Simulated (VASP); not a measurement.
Band structure of Bi2Se3 (relaxed from the layer:Bi2Te3 structure). Method: PBEsol GGA, VASP's PBE PAW potentials (set 64) (plane waves; VASP).

The cell holds a wide vacuum, so values per volume refer to the whole cell. Unless said otherwise, spin-orbit coupling is left out, though it shifts the bands of the heavy elements here.

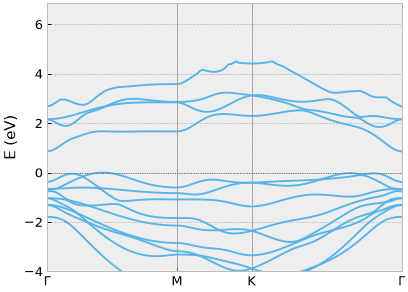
Figure: Bands along high-symmetry lines, zero at the valence-band maximum or, without a gap, the Fermi level

Question: Read the plot: is there a gap, and where are the band edges?

Answer: The gap is indirect, 0.85 eV, from the valence maximum at Γ-M at 0.41 to the conduction minimum at Γ. (Edges off the drawn lines would not show.)

The cell is a sheet with vacuum, built from a generated structure.
